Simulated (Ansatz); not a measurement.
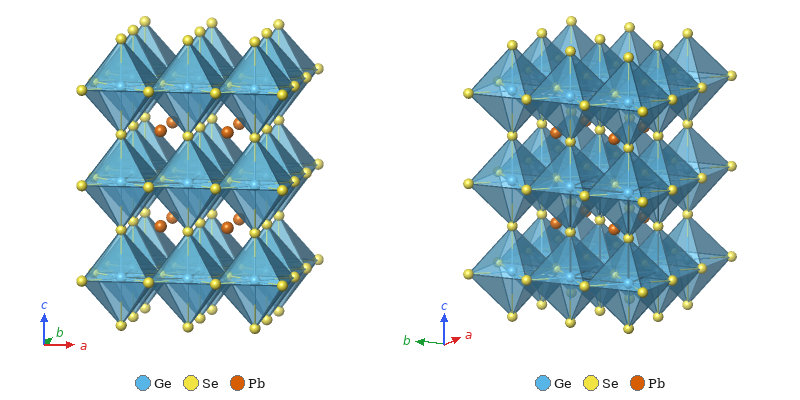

Polyhedra are drawn about Ge (bonds: Ge–Se below 3.3 Å); other atoms are plain spheres. Two views of the same piece.

The compound is GePbSe₂ (space group P4/mmm, No. 123), taken as the input geometry of an electronic-structure calculation (not necessarily at equilibrium); the starting structure was generated, so it need not be a known form of this composition.

**What figure surrounds each Ge atom, and what does it share with the other drawn polyhedra?**

Ge: GeSe6 octahedron, sharing corners with six neighbours and edges with four neighbours.

**How do these polyhedra hang together as a whole?**

They form a three-dimensional framework of corner- and edge-sharing octahedra.

**How far apart are the centres of linked polyhedra?**

Centre to centre across a shared corner: 5.93 to 5.95 Å; across a shared edge: 4.19 Å.
